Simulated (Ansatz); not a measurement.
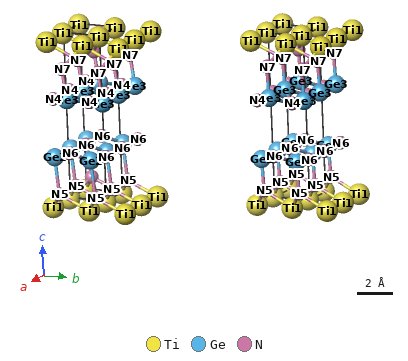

Two geometries of crystalline TiGe$_{2}$N$_{4}$ (built on the MgIn2Se4-166 type type), drawn at one scale. One is the start of a relaxation, the other its converged end. A ball-and-stick model of the cell of the calculation, reduced to other axes, repeated 3 × 2 × 1 with one cell outlined, seen slightly off an axis. Lengths and directions refer to the drawn axes.

Method: DFT, PBEsol, plane waves, PAW in Ansatz 0.2.0. (plane-wave cutoff 420 eV; k-point mesh 6 × 6 × 6; occupations fermi dirac; smearing width 0.05 eV; no spin polarisation; cell and atoms relaxed; force threshold 0.01 eV/Å; at most 120 steps)

Which geometry has the lower energy?

Answer. The right one is the relaxed one. Case: shaken. The atom that moves furthest relative to the cell is N6 (0.25 Å along [1 0 −1]). Largest moves by element: N 0.25 Å, Ge 0.22 Å, Ti 0.14 Å. Cell: a 3.025 → 3.049 Å (+0.8 %), b 3.072 → 3.049 Å (−0.7 %), c 10.118 → 10.089 Å (−0.3 %), α 82.7° → 81.5°, β 82.7° → 81.5°, γ 61.5° → 60.0°. Volume −2.0 %. Among the contacts that change: Ge3–N4 1.459 → 1.859 Å, Ge2–N5 2.200 → 1.861 Å, Ge2–N6 2.064 → 1.860 Å, Ge3–N4 (another image) 2.047 → 1.860 Å. Among the angles between lasting bonds that change: N4–Ge3–N7 94.2° → 108.8°, Ge3–N4–Ge3 122.1° → 110.2°, N4–Ge3–N4 122.1° → 110.2°. The space group (tolerance 0.01 Å) goes from P1 (No. 1) to C2 (No. 5). After 8 accepted moves (10 points after the start) the energy has fallen by 572 meV per atom. Largest force component: 17 eV/Å at the start, 0.00062 eV/Å at the end. Pressure: 10.65 GPa at the start and −0.01 GPa at the end. The SCF was repeated twice at an unchanged geometry on a basis and grid sized afresh for the cell, which shifted the energy by 0.5 meV per atom at most. Cost: 75 s on 4 threads of Arm Neoverse V2 (shared host), peak memory 0.57 GiB.
